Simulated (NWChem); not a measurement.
**GeH3 (SMILES [GeH3]): UMP2/jorge-TZP**

Aim: the vertical ionisation energy of GeH3 at UMP2/jorge-TZP, from 2 runs. 

The calculation is run with NWChem 7.3.0.

### 1 The system as given

GeH3 has 4 atoms, charge 0, and is taken as a doublet. SMILES: `[GeH3]`. Geometry: relaxed at PBE0-D4/def2-TZVP.

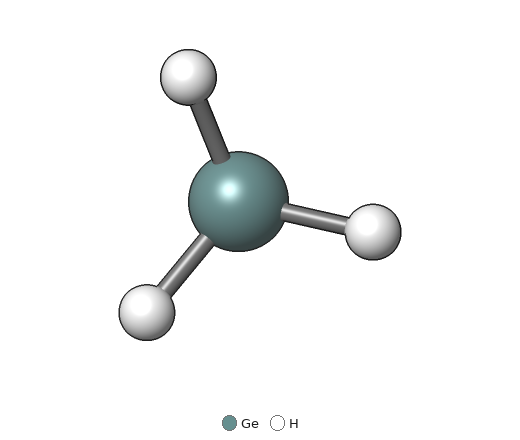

Viewed from a chosen angle; germanium teal, hydrogen white.

### 2 The energy at UMP2/jorge-TZP

The input, struct.nw:

```
start struct
title "GeH3 mp2"
memory total 2200 mb

geometry noautosym nocenter noautoz
 Ge     0.214600    -0.125900    -0.249400
 H      1.055000     0.109600     1.018300
 H     -0.882800    -1.175900    -0.000100
 H     -0.386800     1.192200    -0.768800
end

basis spherical bse
 * library jorge-TZP
end

scf
 doublet
 uhf
 thresh 1e-08
 maxiter 80
 print low
end

mp2
 freeze core 9
 tight
end

task mp2 energy
```

Started as:

```console
$ nwchem struct.nw > struct.out
```

Output, shortened:

```text
[...]
  functions       =   107
[...]
  wavefunction    = UHF
[...]
         Total SCF energy =  -2077.047489698043
      One electron energy =  -2964.115461684663
      Two electron energy =    853.435876705380
 Nuclear repulsion energy =     33.632095281240
                       Sz =      0.5000
                 Sz(Sz+1) =      0.7500
                      S^2 =      0.7543
[...]
          Total MP2 energy         -2077.602200521363
[...]
```

It took 27 s on 1 thread of AMD EPYC 9R45 (Zen 5), shared host; peak memory 0.3 GiB.

### 3 The singlet cation, same level

The input, work.nw:

```
start work
memory total 2200 mb
charge 1

geometry units angstrom noautosym nocenter noautoz
 Ge    0.214600   -0.125900   -0.249400
 H     1.055000    0.109600    1.018300
 H    -0.882800   -1.175900   -0.000100
 H    -0.386800    1.192200   -0.768800
end

basis spherical bse
 * library jorge-TZP
end

scf
 thresh 1e-08
 maxiter 80
 print low
end

mp2
 freeze core 9
 tight
end

task mp2 energy
```

Started as:

```console
$ nwchem work.nw > work.out
```

Output, shortened:

```text
[...]
  functions       =   107
[...]
  wavefunction    = RHF
[...]
         Total SCF energy =  -2076.744681540806
      One-electron energy =  -2953.254559784954
      Two-electron energy =    842.877782962908
 Nuclear repulsion energy =     33.632095281240
        Time for solution =     14.4s
[...]
          Total MP2 energy         -2077.287892063111
[...]
```

Run time: 18 s. Hardware: 1 thread of AMD EPYC 9R45 (Zen 5), shared host; peak memory 0.28 GiB.

### 4 Summary of results

At UMP2/jorge-TZP, 9 core orbitals frozen:

| quantity | value |
| --- | --- |
| doublet GeH3: total energy | -2077.60220 Eh |
| doublet GeH3: correlation energy (9 core orbitals frozen) | -554.7 mEh |
| doublet GeH3: ⟨S²⟩ of the reference determinant | 0.754 |
| singlet cation: total energy | -2077.28789 Eh |
| singlet cation: correlation energy (9 core orbitals frozen) | -543.2 mEh |
| vertical ionisation energy (to the singlet cation) | 8.553 eV |

What this shows: Removing an electron at fixed nuclei costs 8.55 eV (825 kJ/mol). Only the singlet of the ionised species was computed; a triplet could lie lower.
